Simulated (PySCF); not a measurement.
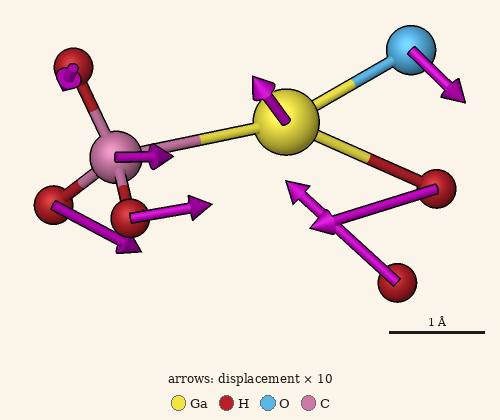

This is a relaxation of CH5GaO (coarse preliminary run). The starting structure is drawn; purple arrows show the displacements, 10 times their true length. The two geometries are superimposed by the best rigid fit.

A ball-and-stick model, seen at a tilt.

The reaction that was planned forms H2–H4 and breaks Ga1–H2, O3–H4 (atoms numbered from 1 in input order).

Theory: RKS PBE0-D4/def2-SVP, partitioned rational-function steps on a Bofill-updated Hessian (PySCF 2.14.0). 

Which element moves most?

Hydrogen: up to 0.16 Å, against 0.08 Å for oxygen.

What happened in the run?

Over 6 geometry steps the energy falls by 25.8 kJ/mol. The largest move after the best rigid fit is that of an H atom, 0.16 Å. Largest moves by element: H 0.16 Å, O 0.08 Å, Ga 0.07 Å, C 0.07 Å. Among the contacts that change: H–H 1.104 → 0.952 Å, C–Ga 2.032 → 1.930 Å, Ga–H 2.106 → 2.021 Å, Ga–H 1.873 → 1.822 Å. Bond angles that change, for instance: O–Ga–C 163.4° → 170.1°, H–Ga–C 147.4° → 141.6°.
